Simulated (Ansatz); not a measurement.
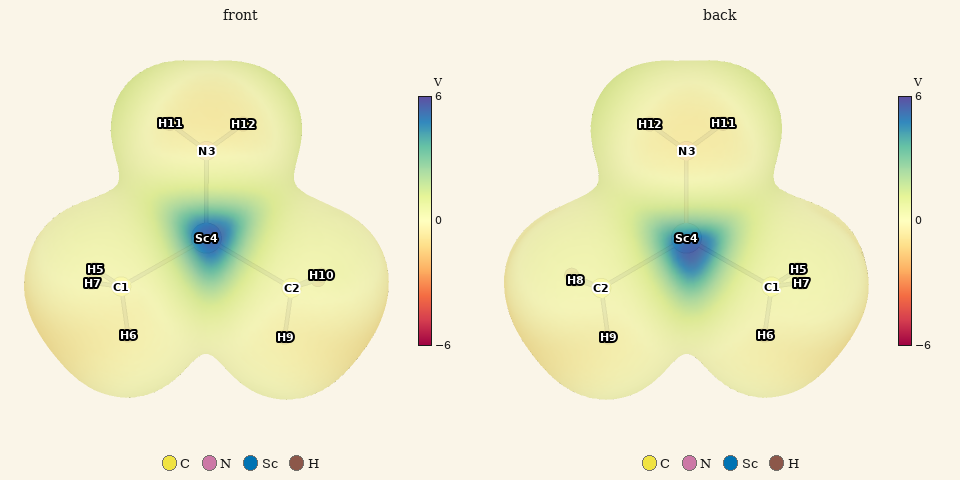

The picture shows: C$_{2}$H$_{8}$NSc (SMILES [CH3][Sc]([CH3])[NH2]). The molecular electrostatic potential painted on the density surface at 0.001 e/bohr³, seen from the front and from behind; red is negative and blue positive.

Geometry: PBE0-D4/def2-SVP.

Method: Ansatz 0.2.0, isolated molecule in a Gaussian basis; Kohn-Sham density functional theory, functional PBE0.

Input

```
crystal:
  periodic: [false, false, false]
  atoms:
    - symbol: C
      position_ang: [1.292007, -0.887329, 0.892422]
    - symbol: C
      position_ang: [-2.366604, -0.074274, 0.259419]
    - symbol: N
      position_ang: [0.004995, 2.457308, 1.214332]
    - symbol: Sc
      position_ang: [-0.342384, 0.576174, 0.806876]
    - symbol: H
      position_ang: [2.146336, -0.604094, 0.247418]
    - symbol: H
      position_ang: [0.968508, -1.896143, 0.573258]
    - symbol: H
      position_ang: [1.704282, -0.992882, 1.915002]
    - symbol: H
      position_ang: [-3.118694, 0.196228, 1.025619]
    - symbol: H
      position_ang: [-2.431347, -1.169442, 0.117653]
    - symbol: H
      position_ang: [-2.712582, 0.390714, -0.684323]
    - symbol: H
      position_ang: [0.902778, 2.864689, 1.473988]
    - symbol: H
      position_ang: [-0.677489, 3.214618, 1.207100]
basis:
  gaussian:
    orbitals: def2-TZVPD
magnetization:
  spin_polarized: false
  initial_magnetization: 0
hamiltonian:
  xc: {name: PBE0}
output: {forces: true, orbitals: {seedname: orbitals}}
```

Launched as:

```sh
ansatz run input.yaml --threads 2 --pin off --max-ram 5220MiB --events-out events.jsonl --progress --plain --runs-dir runs
```

Which sites attract a positive test charge, and which a negative one?

Answer. A positive charge is drawn to the negative regions and a negative charge to the positive ones. The most negative region (about −0.8 V) lies over C1 and C2, the most positive (about +5.2 V) over Sc4.

How polar is the molecule by this calculation?

Answer. Its dipole moment is 1.50 D.
